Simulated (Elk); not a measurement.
# AlFe3: magnetism against volume

Aim: follow moments and order energies of AlFe3 with volume.

Calculated with Elk 11.2.3 (patched build); PBEsol; all-electron APW+lo, Dirac cores, scalar-relativistic bands.

## Step 1: The starting structure

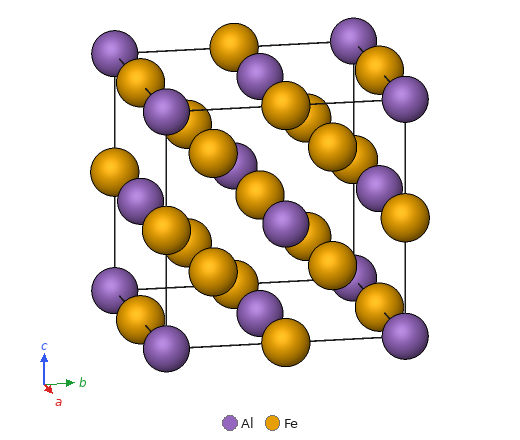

The starting structure, seen slightly off an axis (aluminium purple, iron orange). This picture shows the conventional cell, with its axes. Some periodic images of atoms are drawn too.

The cell comes from a database of computed structures and need not be the stable phase.

## Step 2: Factor 0.94, start ferro +++

The series opens at one end, with each start in turn.

All lengths scale alike; the factor is that of the volume. Atoms keep their fractional places. The sphere radii are fixed at values that fit the tightest cell, so that all points share one basis rule.

The last three numbers of an atom's line are a seed field in its sphere. It points against the wanted moment and shrinks by the factor reducebf each loop.

Input file elk.in:

```
! muffin-tin radii typed in the species files (bohr): Fe 2.2793, Al 2.0893
tasks
  0

xctype
  22

rgkmax
  7.0

nempty
  14

swidth
  0.003

reducebf
  0.5

epsengy
  1e-05

maxscl
  100

lmaxi
  2

spinpol
  .true.

sppath
  './'

avec
  0.00000000000 5.34453163358 5.34453163358
  5.34453163358 0.00000000000 5.34453163358
  5.34453163358 5.34453163358 0.00000000000

atoms
  2
  'Al.in'
  1
  0.0000000000 0.0000000000 0.0000000000   0.000000 0.000000 0.000000
  'Fe.in'
  3
  0.5000000000 0.5000000000 0.5000000000   0.000000 0.000000 -0.140000
  0.2500000000 0.2500000000 0.2500000000   0.000000 0.000000 -0.140000
  0.7500000000 0.7500000000 0.7500000000   0.000000 0.000000 -0.140000

ngridk
  8 8 8
```

The run is started by

```console
> OMP_NUM_THREADS=4 elk
```

Numbers of over 12 decimals in the logs are rounded to 6 here.

The log of the run:

```text
Warning(gndstate): core states of species 1 leak from the muffin-tin :   0.8907261089E-03

--- INFO.OUT ---
┌─────────────────────────┐
│ Elk code version 11.2.3 │
└─────────────────────────┘

All units are atomic (Hartree, Bohr, etc.)

┌─────────────────────────────────────────────────┐
│ Ground-state run starting from atomic densities │
└─────────────────────────────────────────────────┘

Lattice vectors :
   0.000000000       5.344531634       5.344531634
   5.344531634       0.000000000       5.344531634
   5.344531634       5.344531634       0.000000000

Species : 1 (Al)
 parameters loaded from : Al.in
 name : aluminium
 nuclear charge    :   -13.00000000
 electronic charge :    13.00000000
 atomic mass :    49184.33496
 muffin-tin radius :    2.089300000
 number of radial points in muffin-tin :    793
 inner part over the whole radius :   0.9976705480E-02
 number on inner part of muffin-tin    :    552
 approximate nuclear radius :   0.5839653600E-04
 number of mesh points to nuclear radius :    245
 atomic positions (lattice), magnetic fields (Cartesian) :
  1 :   0.00000000  0.00000000  0.00000000    0.00000000  0.00000000  0.00000000

Species : 2 (Fe)
 parameters loaded from : Fe.in
 name : iron
 nuclear charge    :   -26.00000000
 electronic charge :    26.00000000
 atomic mass :    101799.2075
 muffin-tin radius :    2.279300000
 number of radial points in muffin-tin :    993
 inner part over the whole radius :   0.9891682584E-02
 number on inner part of muffin-tin    :    699
 approximate nuclear radius :   0.7160107270E-04
 number of mesh points to nuclear radius :    333
 atomic positions (lattice), magnetic fields (Cartesian) :
  1 :   0.50000000  0.50000000  0.50000000    0.00000000  0.00000000 -0.14000000
  2 :   0.25000000  0.25000000  0.25000000    0.00000000  0.00000000 -0.14000000
  3 :  -0.25000000 -0.25000000 -0.25000000    0.00000000  0.00000000 -0.14000000

Total number of atoms per unit cell :    4
Total muffin-tin volume :    187.0063404
 ratio of muffin-tin to unit cell volume :   0.6124877117

Spin treatment :
 spin-polarised
 global magnetic field (Cartesian) :    0.000000000       0.000000000       0.000000000
 collinear magnetisation in z-direction

Number of Bravais lattice symmetries :   48
Number of crystal symmetries         :   48
Crystal has inversion symmetry
Real symmetric eigensolver will be used

k-point grid :      8     8     8
k-point offset :    0.000000000       0.000000000       0.000000000
k-point set is reduced with full crystal symmetry group
Total number of k-points :       29

Muffin-tin radius times maximum |G+k| :    7.000000000
 using average radius
Maximum |G+k| for APW functions       :    3.136481764
Maximum (1/2)|G+k|²                   :    4.918758927
Maximum |G| for potential and density :    12.00000000
Constant for pseudocharge density :    7
 order of it for each species :   14  14
 order of it for pair densities of each species (exact exchange by exxq0 0: 14) :    8  10
Radial integration step length :    1

G-vector grid sizes :     30    30    30
Number of G-vectors :     8873

Maximum angular momentum used for
 APW functions            :    8
 outer part of muffin-tin :    6
 inner part of muffin-tin :    2

Number of empty states         :     56
Total number of valence states :    170
Total number of core states    :     34

Third-order local-orbitals added for an l without core states : T
Total number of local-orbitals :     79

Exchange-correlation functional :     22     0     0
 PBEsol, Phys. Rev. Lett. 100, 136406 (2008)
 gradient requirement :    1
 generalised gradient approximation (GGA)

Smearing type :    3
 Fermi-Dirac
Smearing width :   0.3000000000E-02
Effective electronic temperature (K) :    947.3250744

Mixing type :    3
 Broyden mixing, J. Phys. A: Math. Gen. 17, L317 (1984)

Kohn-Sham potential initialised from atomic data

┌──────────────────────────────┐
│ Self-consistent loop started │
└──────────────────────────────┘

┌─────────────────┐
│ Loop number : 1 │
└─────────────────┘

Energies :
 Fermi                       :     0.257594
 sum of occupied eigenvalues :     -2338.7680637259
 electron kinetic            :      4104.0887639221
 core electron kinetic       :      3624.8331827003
 Coulomb                     :     -7979.6364044352
 Coulomb potential           :     -6203.5256322261
 nuclear-nuclear             :     -726.70411525787
 electron-nuclear            :     -8329.5963700910
 Hartree                     :      1076.6640809137
 Madelung                    :     -4877.8735883221
 xc potential                :     -238.98045807587
 xc effective B-field        :    -0.307208
 external B-field            :      0.000000
 exchange                    :     -177.48437779317
 correlation                 :     -4.733337
 electron entropic           :    -0.30114851658284E-02
 total energy                :     -4057.7683666480
 (external B-field energy excluded from total)

Density of states at Fermi energy :    103.5892526
 (states/Hartree/unit cell)

Estimated indirect band gap :   0.8775126676E-03
 from k-point 23 to k-point 4
Estimated direct band gap   :   0.2533290679E-02
 at k-point 19

Charges :
 core                        :    34.00000000
 valence                     :    57.00000000
 interstitial                :    5.019282221
 muffin-tins (core leakage)
  species : 1 (Al)
   atom 1                    :    11.18389867     (  0.9503125777E-03)
  species : 2 (Fe)
   atom 1                    :    24.87831820     ( -0.2228408462E-06)
   atom 2                    :    24.95925046     ( -0.2228405407E-06)
   atom 3                    :    24.95925046     ( -0.2228405407E-06)
 total in muffin-tins        :    85.98071778
 total calculated charge     :    90.99849701
 total charge                :    91.00000000
 error                       :   0.1502990223E-02

Moments :
 interstitial                :  -0.1450617511
 muffin-tins
  species : 1 (Al)
   atom 1                    :  -0.6587784690E-01
  species : 2 (Fe)
   atom 1                    :    2.361829304
   atom 2                    :    2.154744992
   atom 3                    :    2.154744992
 total in muffin-tins        :    6.605441440
 total moment                :    6.460379689

[... earlier loops left out ...]

┌──────────────────┐
│ Loop number : 26 │
└──────────────────┘

Energies :
 Fermi                       :     0.344120
 sum of occupied eigenvalues :     -2332.2855880350
 electron kinetic            :      4109.0826047788
 core electron kinetic       :      3625.2249815357
 Coulomb                     :     -7983.8307328754
 Coulomb potential           :     -6202.3923246533
 nuclear-nuclear             :     -726.70411525787
 electron-nuclear            :     -8339.1485229909
 Hartree                     :      1082.0219053735
 Madelung                    :     -4882.6345705487
 xc potential                :     -238.72997399482
 xc effective B-field        :    -0.245894
 external B-field            :      0.000000
 exchange                    :     -177.79974694077
 correlation                 :     -4.738623
 electron entropic           :    -0.30897805825776E-02
 total energy                :     -4057.2895874733
 (external B-field energy excluded from total)

Density of states at Fermi energy :    102.3176994
 (states/Hartree/unit cell)

Estimated indirect band gap :   0.2266860619E-03
 from k-point 16 to k-point 29
Estimated direct band gap   :   0.4851085570E-02
 at k-point 27

Charges :
 core                        :    34.00000000
 valence                     :    57.00000000
 interstitial                :    4.896419139
 muffin-tins (core leakage)
  species : 1 (Al)
   atom 1                    :    11.22593385     (  0.8907261089E-03)
  species : 2 (Fe)
   atom 1                    :    24.91862790     ( -0.2228413329E-06)
   atom 2                    :    24.97950955     ( -0.2228407112E-06)
   atom 3                    :    24.97950955     ( -0.2228407112E-06)
 total in muffin-tins        :    86.10358086
 total calculated charge     :    90.99855105
 total charge                :    91.00000000
 error                       :   0.1448945109E-02

Moments :
 interstitial                :  -0.1527702270
 muffin-tins
  species : 1 (Al)
   atom 1                    :  -0.6444069325E-01
  species : 2 (Fe)
   atom 1                    :    2.325054198
   atom 2                    :    1.767542461
   atom 3                    :    1.767542461
 total in muffin-tins        :    5.795698426
 total moment                :    5.642928199

┌──────────────────────────────┐
│ Self-consistent loop stopped │
└──────────────────────────────┘

Warning : core states of species 1 leak from the muffin-tin :   0.8907261089E-03

Wrote STATE.OUT
```

Elapsed: 2.8 min, on 4 threads of Arm Neoverse V1, shared host; peak memory 0.39 GiB; 10 min of CPU time.

Spin moment in the muffin-tin sphere by atom:

```csv
atom,spin moment in the muffin-tin sphere (μB)
Al1,-0.06
Fe2,2.33
Fe3,1.77
Fe4,1.77
```

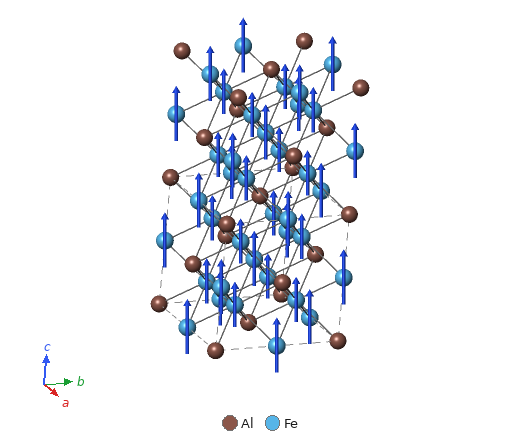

Spin moment in the muffin-tin sphere as arrows, the longest 2.33 μB. Up and down stand for the sign. Arrows give size and sign along the axis of quantisation, drawn up and down the page. 1×1×2 conventional cells are drawn. Some periodic images of atoms are drawn too.

Numbers from this step:

```
density of states at the Fermi level : 3.760 states/eV/cell
moment between the spheres           : -0.1528 μB
magnetization                        : 5.643 μB
final state                          : ferromagnetic
```

After 26 cycles the largest moment stands at 2.33 μB.

## Step 3: Factor 0.94, start ferri +--

Changes to elk.in since step 2:

```diff
@@ -47,4 +47,4 @@
   0.5000000000 0.5000000000 0.5000000000   0.000000 0.000000 -0.140000
-  0.2500000000 0.2500000000 0.2500000000   0.000000 0.000000 -0.140000
-  0.7500000000 0.7500000000 0.7500000000   0.000000 0.000000 -0.140000
+  0.2500000000 0.2500000000 0.2500000000   0.000000 0.000000 0.140000
+  0.7500000000 0.7500000000 0.7500000000   0.000000 0.000000 0.140000
```

The run is started by

```console
> OMP_NUM_THREADS=4 elk
```

The log of the run:

```text
Warning(gndstate): core states of species 1 leak from the muffin-tin :   0.8907261279E-03

--- INFO.OUT ---
┌─────────────────────────┐
│ Elk code version 11.2.3 │
└─────────────────────────┘

All units are atomic (Hartree, Bohr, etc.)

┌─────────────────────────────────────────────────┐
│ Ground-state run starting from atomic densities │
└─────────────────────────────────────────────────┘

Lattice vectors :
   0.000000000       5.344531634       5.344531634
   5.344531634       0.000000000       5.344531634
[...]
error                       :   0.1448943966E-02

Moments :
 interstitial                :   0.1527711435
 muffin-tins
  species : 1 (Al)
   atom 1                    :   0.6444112358E-01
  species : 2 (Fe)
   atom 1                    :   -2.325059228
   atom 2                    :   -1.767549369
   atom 3                    :   -1.767549369
 total in muffin-tins        :   -5.795716843
 total moment                :   -5.642945699

┌──────────────────────────────┐
│ Self-consistent loop stopped │
└──────────────────────────────┘

Warning : core states of species 1 leak from the muffin-tin :   0.8907261279E-03

Wrote STATE.OUT

[key lines of the parts left out:]
total energy                :     -4057.2895845105
```

Run time: 2.9 min. Hardware: 4 threads; peak memory 0.43 GiB; 11 min of CPU time.

Spin moment in the muffin-tin sphere by atom:

```csv
atom,spin moment in the muffin-tin sphere (μB)
Al1,0.06
Fe2,-2.33
Fe3,-1.77
Fe4,-1.77
```

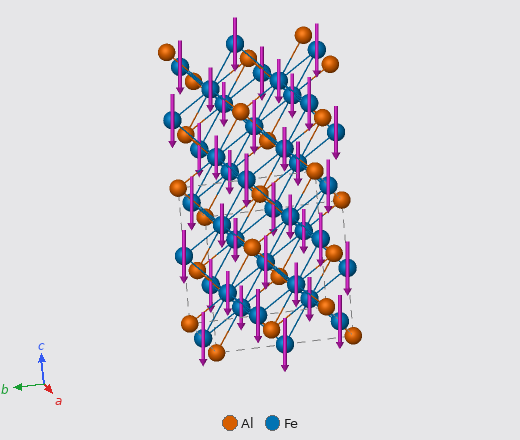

Spin moment in the muffin-tin sphere as arrows, the longest 2.33 μB. Up and down stand for the sign. Arrows give size and sign along the axis of quantisation, drawn up and down the page. 1×1×2 conventional cells are drawn. Some periodic images of atoms are drawn too.

Read from the output:

```
density of states at the Fermi level : 3.760 states/eV/cell
moment between the spheres           : 0.1528 μB
magnetization                        : -5.643 μB
final state                          : ferromagnetic
```

On 1 Fe atom the moment turned against its typed sign.

It lies level with the parallel start, and its largest moment is 2.33 μB against 2.33 μB.

## Step 4: Factor 0.94, start no spin polarisation

Input file elk.in:

```
! muffin-tin radii typed in the species files (bohr): Fe 2.2793, Al 2.0893
tasks
  0

xctype
  22

rgkmax
  7.0

nempty
  14

swidth
  0.003

epsengy
  1e-05

maxscl
  100

lmaxi
  2

sppath
  './'

avec
  0.00000000000 5.34453163358 5.34453163358
  5.34453163358 0.00000000000 5.34453163358
  5.34453163358 5.34453163358 0.00000000000

atoms
  2
  'Al.in'
  1
  0.0000000000 0.0000000000 0.0000000000   0.000000 0.000000 0.000000
  'Fe.in'
  3
  0.5000000000 0.5000000000 0.5000000000   0.000000 0.000000 0.000000
  0.2500000000 0.2500000000 0.2500000000   0.000000 0.000000 0.000000
  0.7500000000 0.7500000000 0.7500000000   0.000000 0.000000 0.000000

ngridk
  8 8 8
```

The run is started by

```console
> OMP_NUM_THREADS=4 elk
```

The log of the run:

```text
Warning(gndstate): core states of species 1 leak from the muffin-tin :   0.8883746527E-03

--- INFO.OUT ---
┌─────────────────────────┐
│ Elk code version 11.2.3 │
└─────────────────────────┘

All units are atomic (Hartree, Bohr, etc.)

┌─────────────────────────────────────────────────┐
│ Ground-state run starting from atomic densities │
└─────────────────────────────────────────────────┘

Lattice vectors :
   0.000000000       5.344531634       5.344531634
   5.344531634       0.000000000       5.344531634
[...]
species : 2 (Fe)
   atom 1                    :    24.92698515     ( -0.2228409155E-06)
   atom 2                    :    24.97943252     ( -0.2228409155E-06)
   atom 3                    :    24.97943252     ( -0.2228409155E-06)
 total in muffin-tins        :    86.10059976
 total calculated charge     :    90.99842748
 total charge                :    91.00000000
 error                       :   0.1572524773E-02

┌──────────────────────────────┐
│ Self-consistent loop stopped │
└──────────────────────────────┘

Warning : core states of species 1 leak from the muffin-tin :   0.8883746527E-03

Wrote STATE.OUT

[key lines of the parts left out:]
total energy                :     -4057.2609836454
```

Wall time 13 s (4 threads); peak memory 0.13 GiB.

Numbers from this step:

```yaml
density_of_states_at_the_fermi_level: 9.367 states/eV/cell
final_state: non-magnetic (no spin polarisation)
```

It lies 259 meV a seeded atom over the parallel start.

## Step 5: Factor 1.1, start ferro +++

The other end of the series.

Input file elk.in:

```
! muffin-tin radii typed in the species files (bohr): Fe 2.2793, Al 2.0893
tasks
  0

xctype
  22

rgkmax
  7.0

nempty
  14

swidth
  0.003

reducebf
  0.5

epsengy
  1e-05

maxscl
  100

lmaxi
  2

spinpol
  .true.

sppath
  './'

avec
  0.00000000000 5.63202528362 5.63202528362
  5.63202528362 0.00000000000 5.63202528362
  5.63202528362 5.63202528362 0.00000000000

atoms
  2
  'Al.in'
  1
  0.0000000000 0.0000000000 0.0000000000   0.000000 0.000000 0.000000
  'Fe.in'
  3
  0.5000000000 0.5000000000 0.5000000000   0.000000 0.000000 -0.140000
  0.2500000000 0.2500000000 0.2500000000   0.000000 0.000000 -0.140000
  0.7500000000 0.7500000000 0.7500000000   0.000000 0.000000 -0.140000

ngridk
  8 8 8
```

The run is started by

```console
> OMP_NUM_THREADS=4 elk
```

The log of the run:

```text
Warning(gndstate): core states of species 1 leak from the muffin-tin :   0.8631117054E-03

--- INFO.OUT ---
┌─────────────────────────┐
│ Elk code version 11.2.3 │
└─────────────────────────┘

All units are atomic (Hartree, Bohr, etc.)

┌─────────────────────────────────────────────────┐
│ Ground-state run starting from atomic densities │
└─────────────────────────────────────────────────┘

Lattice vectors :
   0.000000000       5.632025284       5.632025284
   5.632025284       0.000000000       5.632025284
[...]
error                       :   0.1226905877E-02

Moments :
 interstitial                :  -0.2083187187
 muffin-tins
  species : 1 (Al)
   atom 1                    :  -0.7918100757E-01
  species : 2 (Fe)
   atom 1                    :    2.509004796
   atom 2                    :    2.272524954
   atom 3                    :    2.272524954
 total in muffin-tins        :    6.974873696
 total moment                :    6.766554977

┌──────────────────────────────┐
│ Self-consistent loop stopped │
└──────────────────────────────┘

Warning : core states of species 1 leak from the muffin-tin :   0.8631117054E-03

Wrote STATE.OUT

[key lines of the parts left out:]
total energy                :     -4057.2685732456
```

Run time: 3 min. Hardware: 4 threads; peak memory 0.42 GiB.

Read from the output:

- density of states at the Fermi level: 4.831 states/eV/cell
- moment between the spheres: -0.2083 μB
- magnetization: 6.767 μB
- final state: ferromagnetic
- largest moment: 2.509 μB

After 26 cycles the largest moment stands at 2.51 μB.

## Step 6: Another try

An input with a fault is tried, to see how the program answers.

Changes to elk.in since step 2:

```diff
@@ -1,2 +1 @@
-! muffin-tin radii typed in the species files (bohr): Fe 2.2793, Al 2.0893
 tasks
@@ -23,3 +22,3 @@
 maxscl
-  100
+  60
 
@@ -35,5 +34,5 @@
 avec
-  0.00000000000 5.34453163358 5.34453163358
-  5.34453163358 0.00000000000 5.34453163358
-  5.34453163358 5.34453163358 0.00000000000
+  0.00000000000 5.45590794523 5.45590794523
+  5.45590794523 0.00000000000 5.45590794523
+  5.45590794523 5.45590794523 0.00000000000
 
@@ -51,2 +50,2 @@
 ngridk
-  8 8 8
+  0 0 0
```

The run is started by

```console
> OMP_NUM_THREADS=4 elk
```

The log of the run:

```text
┌─────────────────────────────────┐
│ Elk code version 11.2.3 started │
└─────────────────────────────────┘

Error(readinput): invalid ngridk : 0 0 0
```

Wall time 0.01 s (4 threads); peak memory 0.05 GiB.

The program refused the input before any cycle.

The program's message: “Error(readinput): invalid ngridk : 0 0 0”

The fault put into the input: a mesh of zeros.

Each count of the mesh must be at least 1.

## Step 7: The series

Largest sphere moment, ferro +++ = ferri +-- against volume:

```csv
volume (factor),"largest sphere moment, ferro +++ = ferri +-- (μB)"
0.9400,2.33
0.9700,2.38
1.0000,2.42
1.0300,2.44
1.0600,2.47
1.1000,2.51
```

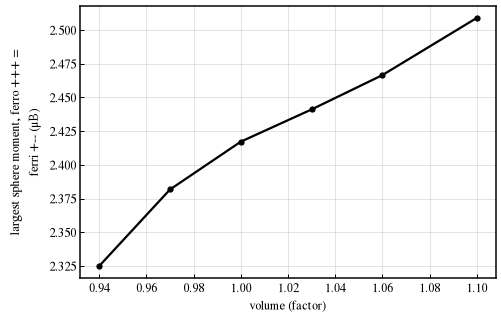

Largest sphere moment, ferro +++ = ferri +-- against volume.

Energy less that of the parallel start against volume; values in meV a seeded atom:

```csv
volume (factor),ferri +--,no spin polarisation
0.9400,0.0269,259
0.9700,0.00666,295
1.0000,0.0551,330
1.0300,0.0196,366
1.0600,-0.0398,400
1.1000,-0.0299,450
```

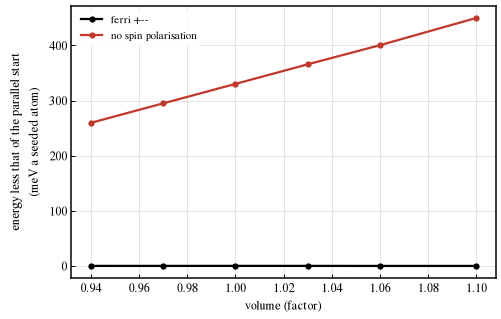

Energy less that of the parallel start against volume.

Energy over the lowest against volume; values in meV an atom:

```csv
volume (factor),ferro +++,ferri +--,no spin polarisation
0.9400,0,0.0202,195
0.9700,4.49,4.50,226
1.0000,24.2,24.2,272
1.0300,51.4,51.4,326
1.0600,85.8,85.8,386
1.1000,143,143,480
```

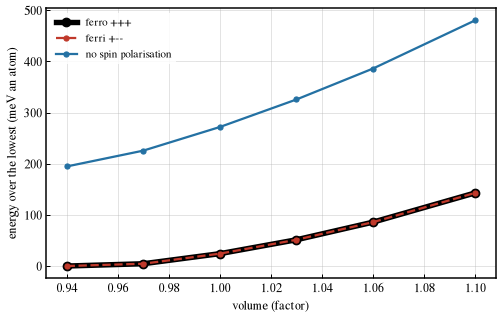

Energy over the lowest against volume.

## Step 8: Summary of results

| Item | Value |
| --- | --- |
| moment, parallel start | 2.33 to 2.51 μB |
| states met from spin-polarised starts | ferromagnetic |

What this shows: The moment of the parallel start goes from 2.33 μB at 0.94 to 2.51 μB at 1.1. The total energy is lowest at an end of the series, so its minimum is not bracketed. The spinless run goes from 259 to 450 meV a seeded atom against the parallel start.

[Logs and program files are shortened in this print: banners, set-up blocks, solver, clock and traceback lines can be left out without a mark of their own.]

[Logs are printed without paths, hosts, clocks, repeated set-up lines and the standing remarks that a program may print on its own settings, such as how far it seeks lower states.]

[Hosts, paths, dates, database ids (printed as entryN), source tags and the programs' standing remarks are cut or masked in the printed files.]

[Where a cell is said to come from a database of computed structures, the database is the Materials Project.]
